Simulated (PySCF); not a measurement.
SMILES CSc1cccc(O)c1 (C7H8OS), singlet at its GFN2-xTB optimised geometry (Å):

```
17

C     -2.9241    -1.7937    -0.0053
S     -1.1471    -2.1603    -0.0001
C     -0.3792    -0.5678     0.0000
C     -1.0720     0.6329     0.0002
C     -0.3632     1.8237    -0.0001
C      1.0162     1.8362    -0.0002
C      1.7112     0.6284     0.0000
O      3.0693     0.6655     0.0001
C      1.0122    -0.5678     0.0000
H     -3.1927    -1.2443     0.8923
H     -3.4210    -2.7589    -0.0093
H     -3.1864    -1.2402    -0.9021
H     -2.1490     0.6589     0.0005
H     -0.9047     2.7578    -0.0002
H      1.5727     2.7589    -0.0005
H      3.4210    -0.2331     0.0008
H      1.5394    -1.5123     0.0000
```

Calculation: PBE/def2-SVP (PySCF). Cells within 0.4 Å of a nucleus heavier than hydrogen are left out (blank, or x).

Map of the Laplacian of the electron density (e/bohr⁵), clipped to [-1.50, 1.50] on the plane z = 0.0 Å:

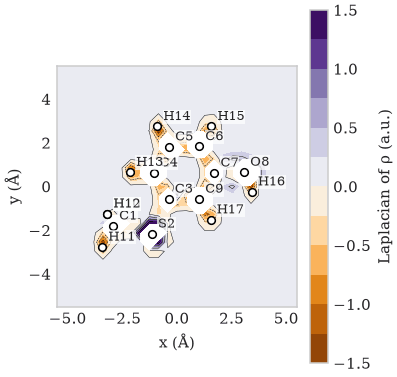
*Laplacian of the electron density (e/bohr⁵), clipped to [-1.50, 1.50] on the plane z = 0.0 Å.*
